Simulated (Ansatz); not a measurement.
## Electronic structure of BClH₂Sn in real space

```yaml
atoms:
  - { symbol: B, position_ang: [-0.6695, 1.3929, 0.9743] }
  - { symbol: Cl, position_ang: [0.1452, 0.0136, 0.2368] }
  - { symbol: Sn, position_ang: [-0.6693, 1.4232, 3.2638] }
  - { symbol: H, position_ang: [-1.1724, 2.1760, 0.2010] }
  - { symbol: H, position_ang: [0.8377, 2.3666, 3.1284] }
```

Geometry: PBE0-D3(BJ)/def2-SVP; core potentials replace the inner electrons of Sn.

These are results of isolated molecule in a Gaussian basis; Kohn-Sham density functional theory, functional PBE0 in Ansatz 0.2.0, not measurements.

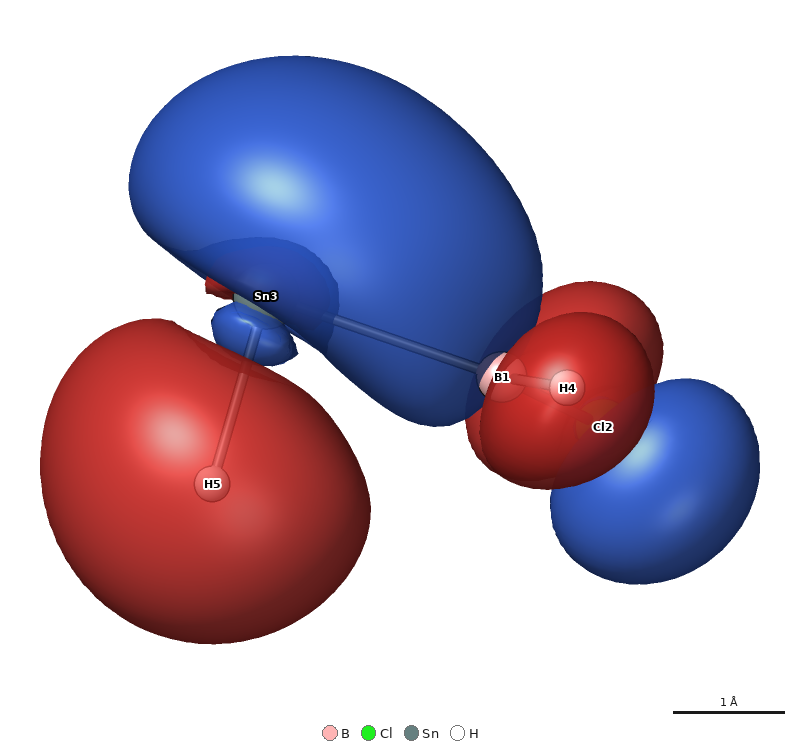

Figure 1. The HOMO−1 at ±0.06 Å⁻³ᐟ² (red and blue are the two phases), seen from one side.

Q: What is the character of this orbital?

A: By Hirshfeld shares it lies mainly on Sn3 (about 45 %), H5 (about 30 %), Cl2 (about 10 %) and B1 (about 10 %). Its energy is −7.66 eV.

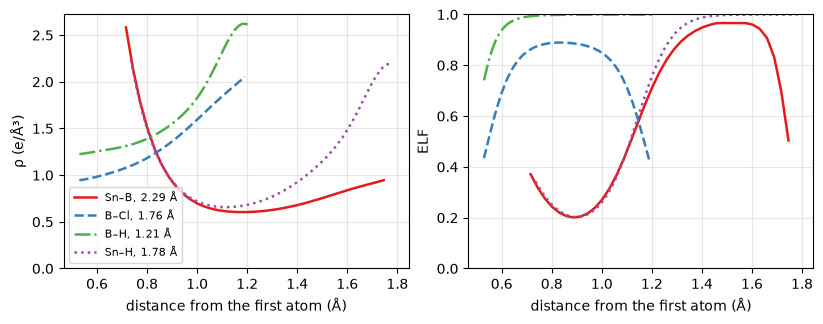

Figure 2. Electron density and electron localisation function along straight lines between neighbouring atoms. The curves leave out the atomic cores.

Q: What can be read from the curves?

A: Sn–B (2.29 Å): the density is about 0.61 e/Å³ at the midpoint; the ELF peaks at about 0.95 in the valence shell of B, 0.8 Å from its nucleus, and drops to about 0.20 between the two atoms.
B–Cl (1.76 Å): ρ at the midpoint is about 1.3 e/Å³; the ELF peaks at about 0.90 between the atoms; a polar covalent bond.
B–H (1.21 Å): ρ is about 1.3 e/Å³ halfway; the ELF climbs to about 1 towards the hydrogen, as it does in any bond to H: a covalent bond by its length.
Sn–H (1.78 Å): ρ at the midpoint is about 0.97 e/Å³; the ELF climbs to about 1 towards the hydrogen.

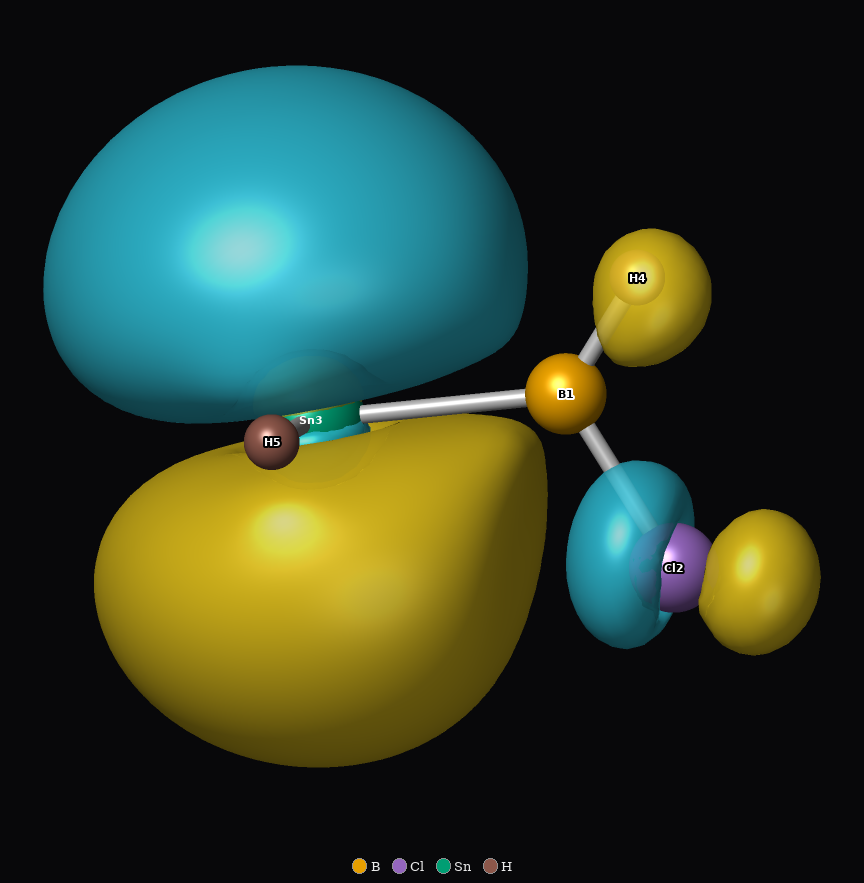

Figure 3. The LUMO at ±0.05 Å⁻³ᐟ² (yellow and cyan are the two phases), seen across its widest extent.

Q: What is the character of this orbital?

A: By Hirshfeld shares it lies mainly on Sn3 (about 85 %). Its energy is −2.98 eV.
